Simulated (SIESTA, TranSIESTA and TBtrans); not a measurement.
Junction: Fe chain with a O atom beside one bond. Leads: straight Fe chain, spacing 2.25 Å. Geometry: 3 atoms about the centre moved by SIESTA (PBE, DZP) to a largest force of 0.04 eV/Å, all others as built.

Method: TranSIESTA and TBtrans, PBE, DZP numerical orbitals (energy shift 0.15 eV), PseudoDojo norm-conserving scalar-relativistic potentials, mesh cutoff 200 Ry, 300 K, spin-polarised (collinear), no spin-orbit coupling; self-consistent non-equilibrium Green functions.

Energies count from the leads' Fermi level. Transmissions are for each spin. The energy step is 0.01 eV; narrower resonances are cut or missed.

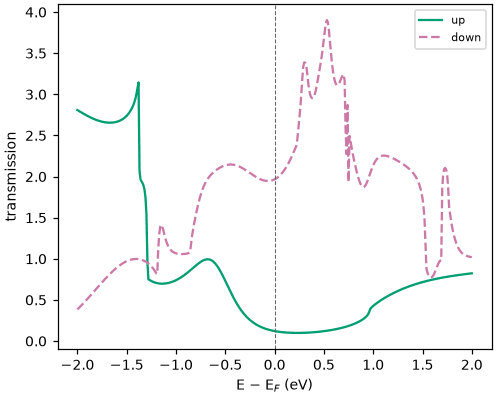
Fig. 1. Transmission against energy

```tsv
E (eV)	T up	T down	lead channels up	down
-2.00	2.81	0.39	4	1
-1.80	2.69	0.65	4	1
-1.60	2.67	0.89	4	1
-1.40	3.01	1.00	4	1
-1.20	0.71	0.82	1	1
-1.00	0.74	1.07	1	3
-0.80	0.92	1.53	1	4
-0.60	0.94	2.07	1	4
-0.40	0.49	2.14	1	4
-0.20	0.21	2.00	1	4
0.00	0.12	1.97	1	4
0.20	0.100	2.32	1	4
0.40	0.11	2.98	1	band edge
0.60	0.14	3.22	1	band edge
0.80	0.21	2.23	1	4
1.00	0.43	2.14	3	4
1.20	0.58	2.22	3	4
1.40	0.68	2.05	3	4
1.60	0.75	0.78	3	2
1.80	0.79	1.39	3	3
2.00	0.82	1.02	3	3
```

The magnetic order of the leads was set by the start, and no other order was tried; the separate lead runs end at 3.39 (left) and 3.39 (right) μB an atom. The straight chain is held at its spacing; free chains may zigzag or dimerise.
